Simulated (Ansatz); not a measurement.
**C2H5Al (SMILES C=[CH][AlH2]) at r2SCAN/def2-SVPD**

Aim: the vertical ionisation energy of C2H5Al at r2SCAN/def2-SVPD, from 2 runs. 

The calculation is run with Ansatz 0.2.0.

33 further runs of the same task are left out: 33 set aside as unsound or not needed.

### 1 The molecule

The species is C2H5Al (8 atoms), meant as a singlet with charge 0. SMILES: `C=[CH][AlH2]`. The coordinates come from a PBE0-D4/def2-TZVP relaxation.

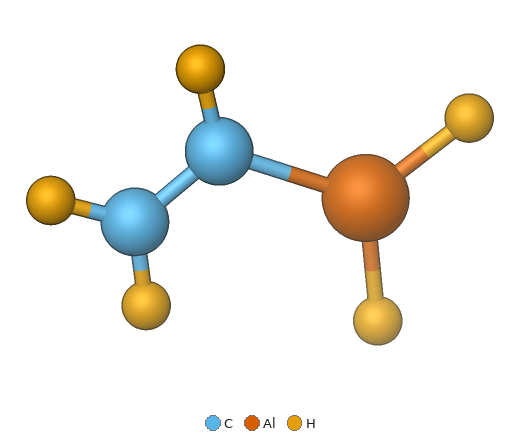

Viewed from a chosen angle; carbon blue, aluminium orange, hydrogen amber.

### 2 The energy at r2SCAN/def2-SVPD

molecule.yaml

```yaml
crystal:
  periodic: [false, false, false]
  atoms:
    - {symbol: C, position_ang: [-1.029900, 0.829200, -0.357000]}
    - {symbol: C, position_ang: [0.199000, 0.651000, 0.138100]}
    - {symbol: Al, position_ang: [0.930800, -1.139300, 0.262000]}
    - {symbol: H, position_ang: [-1.636900, -0.008600, -0.695500]}
    - {symbol: H, position_ang: [-1.495000, 1.809300, -0.451900]}
    - {symbol: H, position_ang: [0.735600, 1.546100, 0.452700]}
    - {symbol: H, position_ang: [2.384000, -1.417900, 0.837700]}
    - {symbol: H, position_ang: [0.004400, -2.327000, -0.241900]}
basis:
  gaussian:
    orbitals: def2-SVPD
hamiltonian:
  xc: r2scan
accuracy: high
output: {orbitals: {seedname: orbitals}}
```

The run is started by

```sh
$ ansatz run molecule.yaml --threads 1 --pin off --max-ram 3480MiB --events-out events.jsonl --progress --plain --runs-dir runs
```

The log of the run:

```text
Warning: RAYON_NUM_THREADS=1 ignored (pool sized by the plan → 1); use --threads N
Functional definition: r2SCAN
  name "r2SCAN"
  parameter k0 = 0.174
  parameter k1 = 0.065
  parameter a1 = 4.9479
  exchange = r2scan_x(k0 = k0, k1 = k1, a1 = a1)
  correlation = r2scan_c
2110 factors; integrals over basis functions are off by at most 3.5e-9 eV
mean field evaluation 1: about -8739.3520 eV, gradient 4.7e1 eV
mean field evaluation 2: about -8727.2211 eV, gradient 7.6e1 eV
mean field evaluation 4: about -8745.1619 eV, gradient 9.3e0 eV
mean field evaluation 8: about -8745.3983 eV, gradient 1.8e-1 eV
mean field evaluation 16: about -8745.3983 eV, gradient 9.9e-6 eV
mean field -8745.39833656 eV, -321.3874610245 hartree, gradient 5.9e-8 eV, S^2 0.000000; 0 other end points of the search recorded, 0 dependent functions left out
reference -8745.39833780 eV, -321.3874610704 hartree; 15, 15 occupied and 89, 89 virtual orbitals, 2110 factors
Total energy: -8745.39833780 eV, -321.3874610704 hartree
```

Wall time 13 s (1 thread of Arm Neoverse V2, shared host); peak memory 0.32 GiB.

### 3 The doublet cation

input.yaml

```yaml
crystal:
  periodic: [false, false, false]
  atoms:
    - {symbol: C, position_ang: [-1.029900, 0.829200, -0.357000]}
    - {symbol: C, position_ang: [0.199000, 0.651000, 0.138100]}
    - {symbol: Al, position_ang: [0.930800, -1.139300, 0.262000]}
    - {symbol: H, position_ang: [-1.636900, -0.008600, -0.695500]}
    - {symbol: H, position_ang: [-1.495000, 1.809300, -0.451900]}
    - {symbol: H, position_ang: [0.735600, 1.546100, 0.452700]}
    - {symbol: H, position_ang: [2.384000, -1.417900, 0.837700]}
    - {symbol: H, position_ang: [0.004400, -2.327000, -0.241900]}
basis:
  gaussian: {orbitals: def2-SVPD}
total_charge: 1
magnetization: {spin_polarized: true, initial_magnetization: 1}
hamiltonian: {xc: {name: r2SCAN}}
accuracy: high
output: {orbitals: {seedname: orbitals}}
```

The run is started by

```sh
$ ansatz run input.yaml --threads 1 --pin off --max-ram 3480MiB --events-out events.jsonl --progress --plain --runs-dir runs
```

The log of the run, shortened:

```text
Warning: RAYON_NUM_THREADS=1 ignored (pool sized by the plan → 1); use --threads N
[... 7 set-up lines as earlier in the session ...]
2109 factors; integrals over basis functions are off by at most 3.5e-9 eV
mean field evaluation 1: about -8720.8817 eV, gradient 4.9e1 eV
mean field evaluation 2: about -8597.2960 eV, gradient 1.2e2 eV
mean field evaluation 4: about -8731.2628 eV, gradient 2.1e1 eV
mean field evaluation 8: about -8733.7708 eV, gradient 1.1e1 eV
mean field evaluation 16: about -8735.2786 eV, gradient 1.5e-1 eV
mean field evaluation 32: about -8735.3075 eV, gradient 3.1e-5 eV
mean field evaluation 64: about -8735.2280 eV, gradient 9.1e-1 eV
mean field -8735.30747587 eV, -321.0166287341 hartree, gradient 4.5e-8 eV, S^2 0.761545; 6 other end points of the search recorded, 0 dependent functions left out
reference -8735.30747962 eV, -321.0166288719 hartree; 15, 14 occupied and 89, 90 virtual orbitals, 2109 factors
Total energy: -8735.30747962 eV, -321.0166288719 hartree
```

Wall time 94 s (1 thread of Arm Neoverse V2, shared host); peak memory 0.49 GiB.

### 4 Outcome

Level: r2SCAN/def2-SVPD.

```
                                          quantity          value
                      singlet C2H5Al: total energy  -321.38746 Eh
                       singlet C2H5Al: HOMO energy       -7.09 eV
                       singlet C2H5Al: LUMO energy       -2.25 eV
                     singlet C2H5Al: HOMO–LUMO gap        4.84 eV
                      doublet cation: total energy  -321.01663 Eh
doublet cation: HOMO energy (highest over α and β)      -13.07 eV
 doublet cation: LUMO energy (lowest over α and β)      -13.02 eV
                              doublet cation: ⟨S²⟩          0.762
vertical ionisation energy (to the doublet cation)      10.091 eV
```

Removing an electron at fixed nuclei costs 10.09 eV (233 kcal/mol). The negative HOMO energy of the first species, 7.09 eV, lies 3.00 eV below that difference.
